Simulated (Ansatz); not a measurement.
# SiH2 (singlet): one geometry, many settings at angle H2–Si1–H3 = 107.9°

What do other methods and options give for SiH2 (singlet) at this geometry, and how long do they take?

Program: Ansatz 0.2.0, Gaussian basis. Level of theory: the settings change from run to run. These are calculated values, not measurements.

9 further runs of the same task are left out: 1 for a mislabelled method, 7 that didn't finish, 1 set aside as unsound or not needed.

### 1 The system

The geometry derives from a PBE0/def2-TZVP stationary point (not a proven minimum). One angle is set to the value named; bond lengths are kept.

3 atoms, charge 0, spin multiplicity 1.

Atoms are counted from 1 here; the program's logs count them from 0.

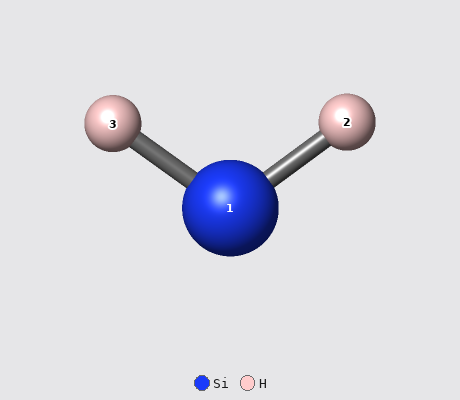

The geometry (silicon blue, hydrogen pink); atoms are numbered from 1 in the order of the file.

Geometry (Å):

```xyz
3
H2Si
Si    0.0000   -0.0601    0.0000
H     0.0000    0.8376   -1.2334
H     0.0000    0.8376    1.2334
```

### 2 MP2 on UHF/6-31G

in.yaml reads:

```yaml
crystal:
  periodic: [false, false, false]
  atoms:
    - {symbol: Si, position_ang: [0.000000, -0.060123, 0.000000]}
    - {symbol: H, position_ang: [0.000000, 0.837642, -1.233403]}
    - {symbol: H, position_ang: [0.000000, 0.837642, 1.233403]}
basis:
  gaussian: {orbitals: 6-31G}
magnetization: {spin_polarized: true, initial_magnetization: 0}
correlation: {method: mp2, electrons: valence}
```

On the command line:

```sh
> ansatz run in.yaml --threads 1 --pin off --events-out ev --progress --plain --max-ram 2393MiB
```

Output:

```text
Functional definition: HF
  name "HF"
  cite "Fock, Z. Phys. 61, 126 (1930) doi:10.1007/BF01340294"
  parent pbe
  exchange = exact_x
  correlation = 0
204 factors; integrals over basis functions are off by at most 2.1e-4 eV
mean field evaluation 1: about -7890.1568 eV, gradient 3.7e0 eV
mean field evaluation 2: about -7890.1571 eV, gradient 3.7e0 eV
mean field evaluation 4: about -7890.3394 eV, gradient 2.0e-1 eV
mean field evaluation 8: about -7890.3403 eV, gradient 8.3e-6 eV
mean field evaluation 16: about -7890.4764 eV, gradient 1.5e-4 eV
mean field evaluation 32: about -7889.4760 eV, gradient 6.1e-5 eV
mean field -7890.47638254 eV, -289.9696587012 hartree, gradient 3.0e-6 eV, S^2 0.480839; 4 other end points of the search recorded, 0 dependent functions left out
5 core orbitals not correlated: weight in the atoms' cores, before any rotation towards them, 1.000 or more for the frozen orbitals, at most 0.000 for the correlated occupied ones
reference -7890.47638254 eV, -289.9696587012 hartree; 3, 3 occupied and 9, 9 virtual orbitals, 204 factors
second order -1.05297897 eV of doubles, -0.00000000 eV of singles
Total energy: -7891.52936150 eV, -290.0083549644 hartree
```

Wall time 0.15 s (1 thread of Intel Xeon 6975P-C, shared host).

From the report: ⟨S²⟩ of the determinant 0.481 (pure singlet: 0.00).

### 3 HF/x2c-TZVPPall

in.yaml reads:

```yaml
crystal:
  periodic: [false, false, false]
  atoms:
    - {symbol: Si, position_ang: [0.000000, -0.060123, 0.000000]}
    - {symbol: H, position_ang: [0.000000, 0.837642, -1.233403]}
    - {symbol: H, position_ang: [0.000000, 0.837642, 1.233403]}
basis:
  gaussian: {orbitals: x2c-TZVPPall, fitting: {mean_field: def2-universal-jkfit}}
magnetization: {spin_polarized: false}
hamiltonian: {xc: hf}
accuracy: high
scf: {lower_state_search: full}
output: {orbitals: {seedname: orbitals}}
```

Same command.

Output:

```text
Functional definition: HF
  name "HF"
  cite "Fock, Z. Phys. 61, 126 (1930) doi:10.1007/BF01340294"
  parent pbe
  exchange = exact_x
  correlation = 0
164 factors; integrals over basis functions are off by at most 1.2e0 eV
mean field evaluation 1: about -7907.9082 eV, gradient 8.0e0 eV
mean field evaluation 2: about -7908.2373 eV, gradient 2.3e0 eV
mean field evaluation 4: about -7908.2753 eV, gradient 1.3e-1 eV
mean field -7908.27548120 eV, -290.6237635123 hartree, gradient 2.4e-8 eV, S^2 0.000000; 0 other end points of the search recorded, 0 dependent functions left out
reference -7908.27548120 eV, -290.6237635123 hartree; 8, 8 occupied and 62, 62 virtual orbitals, 164 factors
Total energy: -7908.27548120 eV, -290.6237635123 hartree
Relativity: scalar
```

Wall time 0.12 s (1 thread of Intel Xeon 6975P-C, shared host).

### 4 CCSD(T) on UHF/6-31G*

in.yaml reads:

```yaml
crystal:
  periodic: [false, false, false]
  atoms:
    - {symbol: Si, position_ang: [0.000000, -0.060123, 0.000000]}
    - {symbol: H, position_ang: [0.000000, 0.837642, -1.233403]}
    - {symbol: H, position_ang: [0.000000, 0.837642, 1.233403]}
basis:
  gaussian: {orbitals: "6-31G*", fitting: {mean_field: def2-universal-jkfit}}
magnetization: {spin_polarized: true, initial_magnetization: 0}
correlation: {method: ccsd_t, electrons: outside_noble_gas}
scf: {omitted_lower_state_checks: [cluster_reference]}
output: {forces: true}
```

Launched as before.

Output (excerpt; [...] marks lines left out):

```text
Functional definition: HF
  name "HF"
  cite "Fock, Z. Phys. 61, 126 (1930) doi:10.1007/BF01340294"
  parent pbe
[...]
164 factors; integrals over basis functions are off by at most 9.2e-2 eV
[...]
mean field -7891.30157043 eV, -289.9999837971 hartree, gradient 2.5e-6 eV, S^2 0.515507; 4 other end points of the search recorded, 0 dependent functions left out
5 core orbitals not correlated: weight in the atoms' cores, before any rotation towards them, 1.000 or more for the frozen orbitals, at most 0.000 for the correlated occupied ones
reference -7891.30157043 eV, -289.9999837971 hartree; 3, 3 occupied and 15, 15 virtual orbitals, 164 factors
second order -1.59904016 eV of doubles, -0.00000000 eV of singles
cycle   1  -1.98765452 eV  change   -3.9e-1 eV  update   5.7e-2
[...]
cycle  15  -2.33200738 eV  change   -8.9e-7 eV  update   6.1e-7
perturbative correction -0.05124645 eV, -0.0018832723 hartree
[...]
Total energy: -7893.68482426 eV, -290.0875667598 hartree
Atom 0 at     0.000000    -0.060123     0.000000 Å, force    -0.000000    -1.294904     0.000000 eV/Å
Atom 1 at     0.000000     0.837642    -1.233403 Å, force     0.000000     0.647452     0.395046 eV/Å
Atom 2 at     0.000000     0.837642     1.233403 Å, force     0.000000     0.647452    -0.395046 eV/Å
Dipole moment:     0.000000     0.183231     0.000000 e Å
Checks for a lower state left out: cluster_reference
```

Run time: 0.33 s. Hardware: 1 thread of Intel Xeon 6975P-C, shared host.

From the report: ⟨S²⟩ of the determinant 0.516 (pure singlet: 0.00); correlation -2.3833 eV; T1 0.122; largest double amplitude 0.14. The determinant is far from a pure spin state, so its energy mixes those of several spin states (harmless only where they are near-degenerate, as at dissociation).

### 5 CISD/6-31G*

in.yaml reads:

```yaml
crystal:
  periodic: [false, false, false]
  atoms:
    - {symbol: Si, position_ang: [0.000000, -0.060123, 0.000000]}
    - {symbol: H, position_ang: [0.000000, 0.837642, -1.233403]}
    - {symbol: H, position_ang: [0.000000, 0.837642, 1.233403]}
basis:
  gaussian: {orbitals: "6-31G*"}
correlation: {active_space: {ras: {orbitals: [8, 0, 15], electrons: 16, max_holes: 2, max_particles: 2}, fixed_orbitals: true}}
```

The command is unchanged.

Output:

```text
Functional definition: HF
  name "HF"
  cite "Fock, Z. Phys. 61, 126 (1930) doi:10.1007/BF01340294"
  parent pbe
  exchange = exact_x
  correlation = 0
229 factors; integrals over basis functions are off by at most 8.0e-4 eV
mean field evaluation 1: about -7890.8544 eV, gradient 6.7e0 eV
mean field evaluation 2: about -7890.8562 eV, gradient 6.8e0 eV
mean field evaluation 4: about -7891.1273 eV, gradient 3.3e-1 eV
mean field evaluation 8: about -7891.1283 eV, gradient 2.0e-6 eV
mean field -7891.12826579 eV, -289.9936149690 hartree, gradient 1.9e-6 eV, S^2 0.000000; 0 other end points of the search recorded, 0 dependent functions left out
reference -7891.12826579 eV, -289.9936149690 hartree; 8, 8 occupied and 15, 15 virtual orbitals, 229 factors
state -7893.79431750 eV, -290.0915905621 hartree
Total energy: -7893.79431750 eV, -290.0915905621 hartree
```

Wall time 0.48 s (1 thread of Intel Xeon 6975P-C, shared host).

From the report: 5,841 determinants.

### 6 CCSD(T) on UHF/cc-pVDZ

in.yaml reads:

```yaml
crystal:
  periodic: [false, false, false]
  atoms:
    - {symbol: Si, position_ang: [0.000000, -0.060123, 0.000000]}
    - {symbol: H, position_ang: [0.000000, 0.837642, -1.233403]}
    - {symbol: H, position_ang: [0.000000, 0.837642, 1.233403]}
basis:
  gaussian: {orbitals: cc-pVDZ}
magnetization: {spin_polarized: true, initial_magnetization: 0}
correlation: {method: ccsd_t, electrons: valence}
scf: {omitted_lower_state_checks: [cluster_reference]}
```

Launched as before.

Output (excerpt; [...] marks lines left out):

```text
Functional definition: HF
  name "HF"
  cite "Fock, Z. Phys. 61, 126 (1930) doi:10.1007/BF01340294"
  parent pbe
[...]
271 factors; integrals over basis functions are off by at most 1.3e-3 eV
[...]
mean field -7891.85920339 eV, -290.0204764303 hartree, gradient 8.6e-7 eV, S^2 0.549526; 4 other end points of the search recorded, 0 dependent functions left out
5 core orbitals not correlated: weight in the atoms' cores, before any rotation towards them, 1.000 or more for the frozen orbitals, at most 0.000 for the correlated occupied ones
reference -7891.85920339 eV, -290.0204764303 hartree; 3, 3 occupied and 20, 20 virtual orbitals, 271 factors
second order -2.09239164 eV of doubles, -0.00000000 eV of singles
cycle   1  -2.56539091 eV  change   -4.7e-1 eV  update   6.0e-2
[...]
cycle  14  -2.94915040 eV  change    4.6e-6 eV  update   2.4e-6
perturbative correction -0.06423714 eV, -0.0023606714 hartree
Total energy: -7894.87259093 eV, -290.1312163798 hartree
Checks for a lower state left out: cluster_reference
```

Run time: 0.42 s. Hardware: 1 thread of Intel Xeon 6975P-C, shared host.

From the report: ⟨S²⟩ of the determinant 0.550 (pure singlet: 0.00); correlation -3.0134 eV; T1 0.124; largest double amplitude 0.14. The determinant is far from a pure spin state, so its energy mixes those of several spin states (harmless only where they are near-degenerate, as at dissociation).

### 7 CASCI(6,6)/cc-pVDZ

in.yaml reads:

```yaml
crystal:
  periodic: [false, false, false]
  atoms:
    - {symbol: Si, position_ang: [0.000000, -0.060123, 0.000000]}
    - {symbol: H, position_ang: [0.000000, 0.837642, -1.233403]}
    - {symbol: H, position_ang: [0.000000, 0.837642, 1.233403]}
basis:
  gaussian: {orbitals: cc-pVDZ}
correlation: {active_space: {window: {electrons: 6, orbitals: 6}, fixed_orbitals: true}}
```

Same command.

Output:

```text
Functional definition: HF
  name "HF"
  cite "Fock, Z. Phys. 61, 126 (1930) doi:10.1007/BF01340294"
  parent pbe
  exchange = exact_x
  correlation = 0
271 factors; integrals over basis functions are off by at most 1.3e-3 eV
mean field evaluation 1: about -7891.3535 eV, gradient 7.0e0 eV
mean field evaluation 2: about -7891.3543 eV, gradient 7.0e0 eV
mean field evaluation 4: about -7891.6513 eV, gradient 3.3e-1 eV
mean field evaluation 8: about -7891.6520 eV, gradient 1.2e-4 eV
mean field -7891.65200464 eV, -290.0128620167 hartree, gradient 9.9e-7 eV, S^2 0.000000; 0 other end points of the search recorded, 0 dependent functions left out
reference -7891.65200464 eV, -290.0128620167 hartree; 8, 8 occupied and 20, 20 virtual orbitals, 271 factors
state -7892.11854198 eV, -290.0300069478 hartree
Total energy: -7892.11854198 eV, -290.0300069478 hartree
```

It took 0.12 s on 1 thread of Intel Xeon 6975P-C, shared host.

From the report: 104 determinants; active occupations 2.00, 1.99, 1.95, 0.04, 0.02, 0.01.

### 8 BCCD(T) on UHF/def2-mTZVP

Edit in.yaml of step 7 so:

```diff
@@ -7,3 +7,5 @@
 basis:
-  gaussian: {orbitals: cc-pVDZ}
-correlation: {active_space: {window: {electrons: 6, orbitals: 6}, fixed_orbitals: true}}
+  gaussian: {orbitals: def2-mTZVP}
+magnetization: {spin_polarized: true, initial_magnetization: 0}
+correlation: {method: bccd_t, electrons: outside_noble_gas, diis_vectors: 4}
+accuracy: high
```

The command is unchanged.

Output (excerpt; [...] marks lines left out):

```text
Functional definition: HF
  name "HF"
  cite "Fock, Z. Phys. 61, 126 (1930) doi:10.1007/BF01340294"
  parent pbe
[...]
462 factors; integrals over basis functions are off by at most 3.7e-9 eV
[...]
mean field -7891.74743533 eV, -290.0163690298 hartree, gradient 2.3e-8 eV, S^2 0.502993; 4 other end points of the search recorded, 0 dependent functions left out
determinant -7891.74743533 eV, -290.0163690298 hartree, with singles and doubles -7894.03372616 eV, -290.1003886682 hartree
determinant -7890.63119005 eV, -289.9753477724 hartree, with singles and doubles -7893.05447342 eV, -290.0644017936 hartree
5 core orbitals not correlated: weight in the atoms' cores, before any rotation towards them, 1.000 or more for the frozen orbitals, at most 0.000 for the correlated occupied ones
reference -7891.74743533 eV, -290.0163690298 hartree; 3, 3 occupied and 20, 20 virtual orbitals, 462 factors
second order -1.61182262 eV of doubles, -0.00000000 eV of singles
cycle   1  -2.35131204 eV  change   -1.2e-1 eV  update   3.4e-2
[...]
cycle  36  -2.32860392 eV  change   1.8e-10 eV  update  1.7e-10
perturbative correction -0.05639306 eV, -0.0020724067 hartree
Total energy: -7894.13243231 eV, -290.1040160522 hartree
```

It took 0.81 s on 1 thread of Intel Xeon 6975P-C, shared host.

From the report: ⟨S²⟩ of the determinant 0.503 (pure singlet: 0.00); correlation -2.3850 eV; largest double amplitude 0.11. The determinant is far from a pure spin state, so its energy mixes those of several spin states (harmless only where they are near-degenerate, as at dissociation).

### 9 CCSD(T)/6-31++G**

in.yaml reads:

```yaml
crystal:
  periodic: [false, false, false]
  atoms:
    - {symbol: Si, position_ang: [0.000000, -0.060123, 0.000000]}
    - {symbol: H, position_ang: [0.000000, 0.837642, -1.233403]}
    - {symbol: H, position_ang: [0.000000, 0.837642, 1.233403]}
basis:
  gaussian: {orbitals: "6-31++G**"}
magnetization: {spin_polarized: false}
hamiltonian: {xc: {name: PBE0}}
correlation: {method: ccsd_t, electrons: all}
accuracy: high
```

The command is unchanged.

Output (excerpt; [...] marks lines left out):

```text
Functional definition: PBE0
  name "PBE0"
  cite "Adamo & Barone, J. Chem. Phys. 110, 6158 (1999) doi:10.1063/1.478522"
  cite "Perdew, Burke & Ernzerhof, Phys. Rev. Lett. 77, 3865 (1996) doi:10.1103/PhysRevLett.77.3865"
  parent pbe
[...]
614 factors; integrals over basis functions are off by at most 4.0e-9 eV
[...]
mean field -7903.73507448 eV, -290.4569066432 hartree, gradient 3.6e-8 eV, S^2 0.000000; 0 other end points of the search recorded, 0 dependent functions left out; unrestricted orbitals would lower it
reference -7891.09930681 eV, -289.9925507461 hartree; 8, 8 occupied and 27, 27 virtual orbitals, 614 factors
second order -2.63426797 eV of doubles, -0.12041977 eV of singles
cycle   1  -3.14578921 eV  change   -3.9e-1 eV  update   5.6e-2
[...]
cycle  21  -3.34949849 eV  change  -1.7e-11 eV  update  5.0e-10
perturbative correction -0.06980807 eV, -0.0025653992 hartree
Total energy: -7894.51861336 eV, -290.1182079442 hartree
```

Wall time 1 s (1 thread of Intel Xeon 6975P-C, shared host).

From the report: correlation -3.4193 eV; T1 0.008; largest double amplitude 0.10. The orbitals are Kohn-Sham ones, so correlation energy and T1 don't compare with those on Hartree-Fock orbitals.

### 10 CASCI(2,3)/6-31++G**

Edit in.yaml of step 9 so:

```diff
@@ -8,5 +8,3 @@
   gaussian: {orbitals: "6-31++G**"}
-magnetization: {spin_polarized: false}
-hamiltonian: {xc: {name: PBE0}}
-correlation: {method: ccsd_t, electrons: all}
-accuracy: high
+correlation: {active_space: {window: {electrons: 2, orbitals: 3}, fixed_orbitals: true, states: [{multiplicity: 1, weights: [1, 1, 1, 0.5]}]}}
+output: {forces: true}
```

The command is unchanged.

Output (excerpt; [...] marks lines left out):

```text
Functional definition: HF
  name "HF"
  cite "Fock, Z. Phys. 61, 126 (1930) doi:10.1007/BF01340294"
  parent pbe
[...]
544 factors; integrals over basis functions are off by at most 1.6e-7 eV
[...]
mean field -7891.24618551 eV, -289.9979484386 hartree, gradient 3.2e-6 eV, S^2 0.000000; 0 other end points of the search recorded, 0 dependent functions left out
reference -7891.24618551 eV, -289.9979484386 hartree; 8, 8 occupied and 27, 27 virtual orbitals, 544 factors
state -7891.30945129 eV, -290.0002734131 hartree
state -7888.66975837 eV, -289.9032664879 hartree
state -7885.17216725 eV, -289.7747323849 hartree
state -7884.79382159 eV, -289.7608284381 hartree
[...]
Total energy: -7887.87093935 eV, -289.8739104300 hartree
Atom 0 at     0.000000    -0.060123     0.000000 Å, force    -0.000000     1.107879     0.000000 eV/Å
Atom 1 at     0.000000     0.837642    -1.233403 Å, force     0.000000    -0.553940     0.089880 eV/Å
Atom 2 at     0.000000     0.837642     1.233403 Å, force     0.000000    -0.553940    -0.089880 eV/Å
Dipole moment:    -0.000000     0.063637    -0.000000 e Å
```

Wall time 0.27 s (1 thread of Intel Xeon 6975P-C, shared host).

From the report: 5 determinants; active occupations (of the averaged states) 1.13, 0.59, 0.28.

### 11 All runs side by side

Where basis and cores are those of an earlier FCI/cc-pVDZ run (-7894.9054 eV), and the state is the same kind, the miss against it is given.

```
                                        level         correlated  functions  energy (eV)  from FCI (meV)    time
                             MP2 on UHF/6-31G            valence         17   -7891.5294                  0.15 s
                              HF/x2c-TZVPPall                            70   -7908.2755                  0.12 s
                        CCSD(T) on UHF/6-31G*  outside noble gas         23   -7893.6848                  0.33 s
                                  CISD/6-31G*                all         23   -7893.7943                  0.48 s
                       CCSD(T) on UHF/cc-pVDZ            valence         28   -7894.8726            32.8  0.42 s
                           CASCI(6,6)/cc-pVDZ                            28   -7892.1185          2786.9  0.12 s
                    BCCD(T) on UHF/def2-mTZVP  outside noble gas         28   -7894.1324                  0.81 s
         CCSD(T)/6-31++G** (on PBE0 orbitals)                all         35   -7894.5186                     1 s
CASCI(2,3)/6-31++G** (mean of several states)                            35   -7887.8709                  0.27 s
```

### 12 Results

| quantity | value |
| --- | --- |
| runs | 9 |
| quickest | HF/x2c-TZVPPall, 0.12 s |
| slowest | CCSD(T)/6-31++G** (on PBE0 orbitals), 1 s |

In words: Total energies in different bases, with other cores or another treatment of relativity can't be set against each other. CCSD(T)/6-31++G** (on PBE0 orbitals) took 8 times as long as HF/x2c-TZVPPall; the jobs differ in more than the method. Hartree-Fock, CASSCF and CASCI lack dynamic correlation by design.
